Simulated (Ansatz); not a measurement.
A series of calculations on GaN₂H₆OBr

Part 1: Relaxation

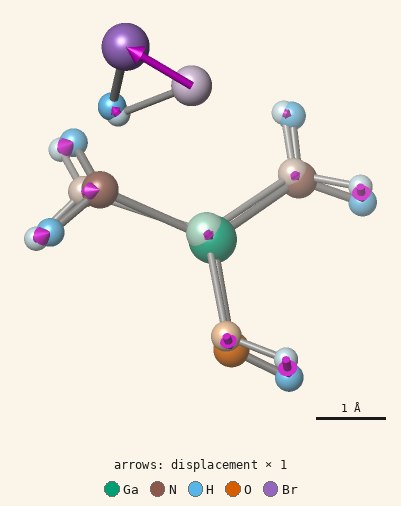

This is a relaxation of GaN2H6OBr. The starting structure is drawn faded, the final one solid; purple arrows show the displacements, at their true length. The two geometries are superimposed by the best rigid fit.

A ball-and-stick model, seen from a free direction.

The run prepares an end point of a later path (reaction) calculation, from a guessed geometry.

All numbers below come from Ansatz, RHF/def2-SVP.

The input:
```yaml
crystal:
  periodic: [false, false, false]
  atoms:
    - { symbol: Ga, position_ang: [-0.08935, -0.209601, 0.188994] }
    - { symbol: "N", position_ang: [-0.167674, -0.171546, 2.080803] }
    - { symbol: H, position_ang: [-0.95801, -0.576959, 2.546903] }
    - { symbol: H, position_ang: [0.67281, -0.415639, 2.572968] }
    - { symbol: O, position_ang: [1.549701, -0.089591, -0.46989] }
    - { symbol: H, position_ang: [1.697383, -0.004812, -1.396643] }
    - { symbol: "N", position_ang: [-1.560553, -0.443449, -0.841789] }
    - { symbol: H, position_ang: [-2.49191, -0.430719, -0.475377] }
    - { symbol: H, position_ang: [-1.569144, -0.279803, -1.829297] }
    - { symbol: Br, position_ang: [-0.468298, 3.275133, 1.108773] }
    - { symbol: H, position_ang: [-0.332154, 2.074386, 1.987855] }
basis:
  gaussian: { orbitals: def2-SVP }
hamiltonian:
  xc: hf
relax:
  f_tol: 0.03
  max_steps: 50
output:
  orbitals: {}
```

Run as
```bash
ansatz run input.yaml --threads 4 --pin off --max-ram 5120MiB --backend cpu --events-out ev --progress --plain --runs-dir out
```

Which element moves most?

Answer. Bromine: up to 1.14 Å, against 0.47 Å for hydrogen.

What happened in the run?

Answer. Br10 moves most after the best rigid fit: 1.14 Å. Largest moves by element: Br 1.14 Å, H 0.47 Å, N 0.32 Å, O 0.31 Å, Ga 0.15 Å. Some distances before and after: Br10–H11 1.494 → 1.428 Å, Ga1–N2 1.894 → 1.838 Å. Over 12 accepted moves (13 points after the start) the energy falls by 0.158 eV. The largest force component goes from 1.2 to 0.0075 eV/Å. The line search rejected the trial step at point 5 of the run. The run took 11 s on 4 threads of AMD EPYC 9R45 96-Core Processor (Zen 5) (shared host), peak memory 0.39 GiB.

Limits of the set-up: the start holds two separate molecules, 2.3 Å apart at their closest, whose relative position is a soft coordinate and is computed without a dispersion correction; Hartree-Fock leaves out electron correlation.

Part 2: Relaxation

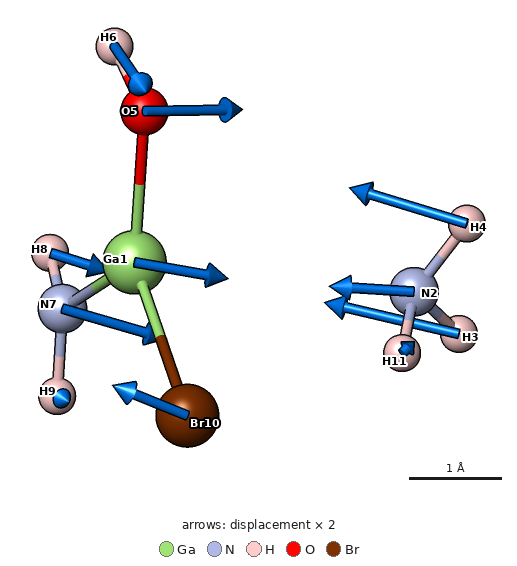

A relaxation of GaN$_{2}$H$_{6}$OBr. The starting structure is drawn; blue arrows show the displacements, 2 times their true length. The two geometries are superimposed by the best rigid fit.

The picture is a ball-and-stick view, seen at a tilt.

The run prepares an end point of a later path (reaction) calculation, from a guessed geometry.

Level of theory: Ansatz, RHF/def2-SVP. Set-up: no spin polarisation; force threshold 0.03 eV/Å; at most 50 steps.

### What did the optimiser do to the structure, and how much energy did it gain?

The largest move after the best rigid fit is that of H3, 0.77 Å. Largest moves by element: H 0.77 Å, O 0.65 Å, N 0.62 Å, Ga 0.54 Å, Br 0.47 Å. Among the contacts that change: Ga1–N2 3.114 → 2.102 Å, Ga1–N7 1.804 → 1.842 Å, Ga1–O5 1.764 → 1.798 Å, Ga1–Br10 2.392 → 2.364 Å. New bonds form, among them: Ga1–N2 (3.11 → 2.10 Å). Bond angles that change, for instance: O5–Ga1–N7 125.4° → 120.6°, Ga1–N7–H8 123.6° → 119.1°, N7–Ga1–Br10 118.6° → 115.1°. Groups turn about Ga1–O5 by about 105°. The energy falls by 84.8 kJ/mol in 18 accepted moves (19 points after the start). The largest force component goes from 1.1 to 0.0068 eV/Å. The line search rejected the trial step at point 15 of the run. The forces were under the threshold at step 16, but the run went on from there.

Limits of the set-up: the start holds two separate molecules, 2.8 Å apart at their closest, whose relative position is a soft coordinate and is computed without a dispersion correction; Hartree-Fock leaves out electron correlation.

Part 3: Path

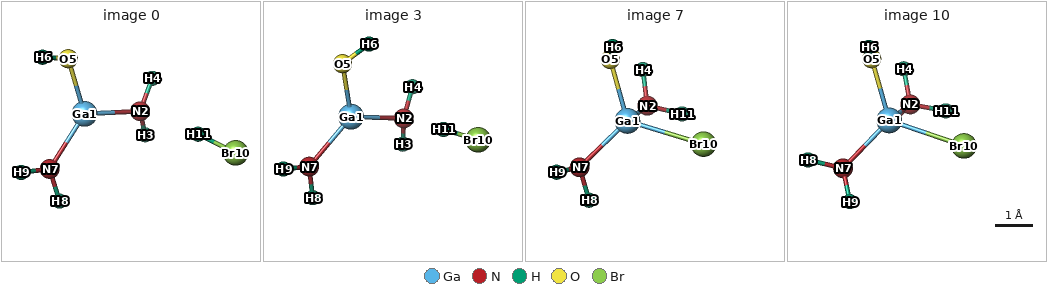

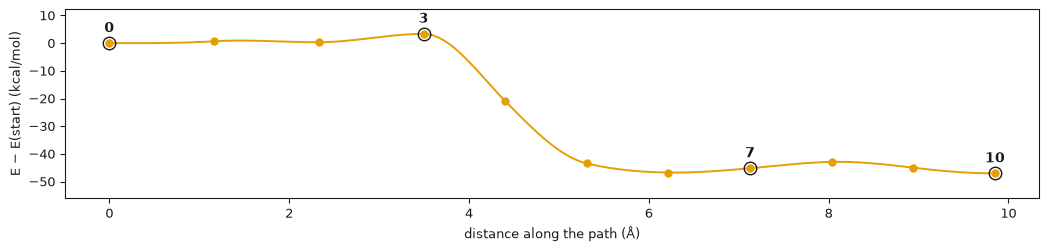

A search for the minimum-energy path of GaN2H6OBr by the nudged elastic band. Images are numbered from 0 (start) to 10 (end). Style: ball-and-stick. Shown at a tilt.

The calculation used Ansatz, RHF/def2-SVP. Run with 9 movable images; climbing image; force threshold 0.03 eV/Å; iteration limit 60; starting path through a guess of the saddle point.

Question: Describe the mechanism and the energy profile.

Answer: The highest point, image 3, lies 3.4 kcal/mol above the start and 50.4 kcal/mol above the end; the end is at −47.0 kcal/mol relative to the start. The profile has 3 maxima (images 1, 3, 8) with a dip at image 6 (−46.7 kcal/mol), so the process runs in steps. The path has more than one stage, and so few images may leave a stage unresolved. Breaking: Br10–H11 (1.43 → 1.58 at the top → 3.24 Å). Forming: Ga1–Br10 (4.43 → 3.68 at the top → 2.36 Å), N2–H11 (2.09 → 1.47 at the top → 1.01 Å). The band converged in 32 iterations. The largest component of the band force went from 24 to 0.021 eV/Å. The climbing image converged on the top of the path. Its vibrational analysis gives one imaginary mode (825i cm⁻¹), as a transition state must have.

Limits of the set-up: Hartree-Fock leaves out electron correlation.
